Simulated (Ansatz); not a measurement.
**UB3LYP/6-31G(d) (spherical functions) run of CH5OSi (SMILES [CH2][SiH2]O)**

What is the electronic atomisation energy of CH5OSi at UB3LYP/6-31G* (spherical functions)? 

Program for the calculation: Ansatz 0.2.0.

54 further runs of the same task are left out: 54 set aside as unsound or not needed.

**1. The structure to begin with**

CH5OSi has 8 atoms, charge 0, and is taken as a doublet. SMILES: `[CH2][SiH2]O`. The shape is that of a PBE0-D4/def2-TZVP optimisation. This is one conformer, not always the lowest.

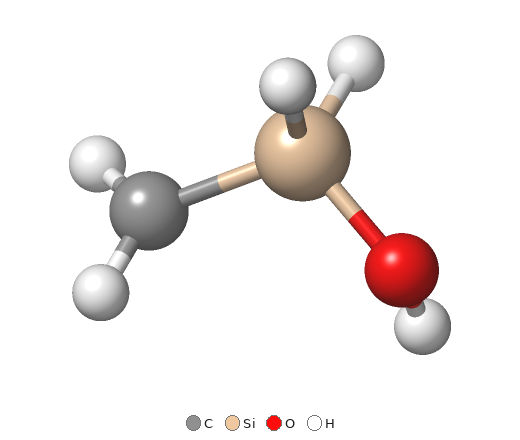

The structure, seen from a chosen angle (carbon grey, silicon light orange, oxygen red, hydrogen white).

**2. A single-point energy at UB3LYP/6-31G(d) (spherical functions)**

input.yaml reads:

```yaml
basis:
  gaussian:
    orbitals: 6-31G_st_-spherical.json
crystal:
  periodic: [false, false, false]
  atoms:
    - {symbol: C, position_ang: [-0.861500, 0.517800, -0.791400]}
    - {symbol: Si, position_ang: [0.654000, -0.005200, 0.111100]}
    - {symbol: O, position_ang: [0.302800, -0.724400, 1.554400]}
    - {symbol: H, position_ang: [-0.970800, 0.416800, -1.867000]}
    - {symbol: H, position_ang: [-1.703100, 0.991500, -0.293300]}
    - {symbol: H, position_ang: [1.495600, 1.161100, 0.480600]}
    - {symbol: H, position_ang: [1.431000, -0.912300, -0.779800]}
    - {symbol: H, position_ang: [-0.255800, -1.502300, 1.529400]}
hamiltonian:
  xc: {name: B3LYP}
accuracy: high
output: {orbitals: {seedname: orbitals}}
magnetization:
  spin_polarized: true
  initial_magnetization: 1
```

The basis set 6-31G* is read from a file made from the Basis Set Exchange's data (not shown).

The run is started by

```
$ ansatz run input.yaml --threads 1 --pin off --max-ram 3480MiB --events-out events.jsonl --progress --plain --runs-dir runs
```

The log of the run:

```text
Warning: RAYON_NUM_THREADS=1 ignored (pool sized by the plan → 1); use --threads N
Functional definition: B3LYP
  name "B3LYP"
  parameter a0 = 0.2
  parameter ax = 0.72
  parameter ac = 0.81
  exchange = (1 - a0 - ax)*slater_x + ax*b88_x + a0*exact_x
  correlation = (1 - ac)*vwn_rpa_c + ac*lyp_c
1281 factors; integrals over basis functions are off by at most 4.0e-9 eV
mean field evaluation 1: about -11036.3143 eV, gradient 3.9e1 eV
mean field evaluation 2: about -11028.7744 eV, gradient 5.9e1 eV
mean field evaluation 4: about -11042.1751 eV, gradient 2.2e0 eV
mean field evaluation 8: about -11042.3514 eV, gradient 1.2e-1 eV
mean field evaluation 16: about -11042.3515 eV, gradient 2.6e-5 eV
mean field -11042.35154192 eV, -405.7989343909 hartree, gradient 8.1e-8 eV, S^2 0.753308; 0 other end points of the search recorded, 0 dependent functions left out
reference -11042.35157789 eV, -405.7989357127 hartree; 17, 16 occupied and 39, 40 virtual orbitals, 1281 factors
Total energy: -11042.35157789 eV, -405.7989357127 hartree
```

Run time: 6.6 s. Hardware: 1 thread of AMD EPYC 7R43 (Zen 3), shared host; peak memory 0.24 GiB.

**3. The C atom, same level**

input.yaml reads:

```yaml
crystal:
  periodic: [false, false, false]
  atoms:
    - {symbol: C, position_ang: [0.000000, 0.000000, 0.000000]}
basis:
  gaussian:
    orbitals: 6-31G_st_-spherical.json
accuracy: high
hamiltonian:
  xc: {name: B3LYP}
magnetization:
  spin_polarized: true
  initial_magnetization: 2
```

The basis set 6-31G* is read from a file made from the Basis Set Exchange's data (not shown).

Run the same way, it converges to -37.84469 Eh (log not shown).

**4. The H atom**

run.yaml reads:

```yaml
crystal:
  periodic: [false, false, false]
  atoms:
    - {symbol: H, position_ang: [0.000000, 0.000000, 0.000000]}
basis:
  gaussian:
    orbitals: "6-31G*"
magnetization:
  spin_polarized: true
  initial_magnetization: 1
hamiltonian:
  xc: {name: B3LYP}
accuracy: high
```

The run is started by

```
$ ansatz run run.yaml --threads 1 --pin off --max-ram 3480MiB --events-out events.jsonl --progress --plain --runs-dir runs
```

The log of the run (excerpt; [...] marks lines left out):

```text
Warning: RAYON_NUM_THREADS=1 ignored (pool sized by the plan → 1); use --threads N
[... 7 set-up lines as earlier in the session ...]
3 factors; integrals over basis functions are off by at most 5.4e-10 eV
mean field evaluation 1: about -13.6135 eV, gradient 2.1e-1 eV
mean field evaluation 2: about -13.6127 eV, gradient 2.0e-1 eV
mean field evaluation 4: about -13.6131 eV, gradient 4.2e-7 eV
mean field evaluation 8: about -13.6131 eV, gradient 8.0e-10 eV
mean field -13.61309805 eV, -0.5002721262 hartree, gradient 8.6e-9 eV, S^2 0.750000; 0 other end points of the search recorded, 0 dependent functions left out
reference -13.61311596 eV, -0.5002727842 hartree; 1, 0 occupied and 1, 2 virtual orbitals, 3 factors
Total energy: -13.61311596 eV, -0.5002727842 hartree
```

Wall time 0.16 s (1 thread of AMD EPYC 7R43 (Zen 3), shared host).

**5. The O atom, same level**

run.yaml reads:

```yaml
crystal:
  periodic: [false, false, false]
  atoms:
    - {symbol: O, position_ang: [0.000000, 0.000000, 0.000000]}
basis:
  gaussian:
    orbitals: 6-31G_st_-spherical.json
magnetization:
  spin_polarized: true
  initial_magnetization: 2
hamiltonian:
  xc: {name: B3LYP}
accuracy: high
```

The basis set 6-31G* is read from a file made from the Basis Set Exchange's data (not shown).

Run the same way, it converges to -75.05940 Eh (log not shown).

**6. The Si atom, same level**

input.yaml reads:

```yaml
crystal:
  periodic: [false, false, false]
  atoms:
    - {symbol: Si, position_ang: [0.000000, 0.000000, 0.000000]}
basis:
  gaussian:
    orbitals: 6-31G_st_-spherical.json
magnetization:
  spin_polarized: true
  initial_magnetization: 2
hamiltonian:
  xc: {name: B3LYP}
accuracy: high
```

The basis set 6-31G* is read from a file made from the Basis Set Exchange's data (not shown).

The run is started by

```
$ ansatz run input.yaml --threads 1 --pin off --max-ram 3480MiB --events-out events.jsonl --progress --plain --runs-dir runs
```

The log of the run (excerpt; [...] marks lines left out):

```text
Warning: RAYON_NUM_THREADS=1 ignored (pool sized by the plan → 1); use --threads N
[... 7 set-up lines as earlier in the session ...]
141 factors; integrals over basis functions are off by at most 2.6e-9 eV
mean field evaluation 1: about -7874.0967 eV, gradient 2.2e0 eV
mean field evaluation 2: about -7874.1484 eV, gradient 6.3e-1 eV
mean field evaluation 4: about -7874.1531 eV, gradient 1.2e-1 eV
mean field evaluation 8: about -7874.1532 eV, gradient 7.3e-5 eV
mean field evaluation 16: about -7874.1532 eV, gradient 4.4e-2 eV
mean field -7874.15323606 eV, -289.3697941324 hartree, gradient 3.7e-8 eV, S^2 2.001919; 1 other end points of the search recorded, 0 dependent functions left out
reference -7874.15325710 eV, -289.3697949057 hartree; 8, 6 occupied and 10, 12 virtual orbitals, 141 factors
Total energy: -7874.15325710 eV, -289.3697949057 hartree
```

It took 0.99 s on 1 thread of AMD EPYC 7R43 (Zen 3), shared host; peak memory 0.099 GiB.

**7. What came out**

Level: UB3LYP/6-31G* (spherical functions).

```
                                    quantity          value
                      molecule: total energy  -405.79894 Eh
molecule: HOMO energy (highest over α and β)       -6.53 eV
 molecule: LUMO energy (lowest over α and β)       -2.48 eV
                              molecule: ⟨S²⟩          0.753
                        C atom: total energy   -37.84469 Eh
                                C atom: ⟨S²⟩          2.002
                        H atom: total energy    -0.50027 Eh
                                H atom: ⟨S²⟩          0.750
                        O atom: total energy   -75.05940 Eh
                                O atom: ⟨S²⟩          2.002
                       Si atom: total energy  -289.36979 Eh
                               Si atom: ⟨S²⟩          2.002
               electronic atomisation energy      27.856 eV
```

Taking the molecule apart into free atoms costs 27.86 eV (2688 kJ/mol), before zero-point energy and without spin-orbit coupling.
